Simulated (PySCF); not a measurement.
```tsv
atom	x (Å)	y (Å)	z (Å)
C	-0.1537	1.0804	-0.2393
C	-1.3593	0.3736	-0.1771
C	-1.4084	-1.0011	-0.0435
S	-0.0477	-1.9896	0.0618
C	1.2412	-0.9082	-0.0355
C	1.0979	0.4595	-0.1709
H	-0.1913	2.1678	-0.3458
H	-2.3058	0.9172	-0.2352
H	-2.3578	-1.5447	0.0042
H	2.2254	-1.3852	0.0175
H	2.0047	1.0676	-0.2250
```

Geometry: PBE0-D3(BJ)/def2-SVP.

Level of theory: CAM-B3LYP/def2-SVPD, SCF density, gas phase (PySCF).

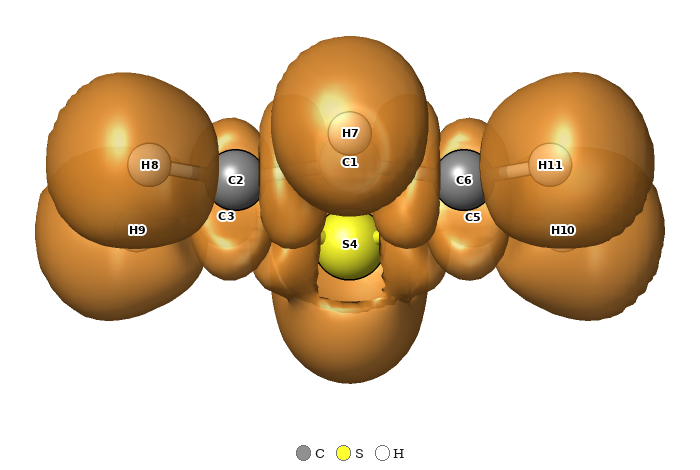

C5H5S (charge +1). Isosurface of the ELF at 0.75 (orange), seen from one side. Only the valence region is drawn (cores and ρ < 0.01 e/Å³ removed).

### Where are the electrons localised?

The ELF exceeds this value in four regions between bonded C–C atoms (shared pairs), five regions around hydrogen nuclei and one region on S in which the atom's valence shell and bonds are merged.

Values along the shortest contacts:
C–C (1.38 Å): the ELF peaks at about 0.95 between the atoms: localised, covalent bonding. C–S (1.69 Å): the ELF peaks at about 0.95 between the atoms; a covalent bond.
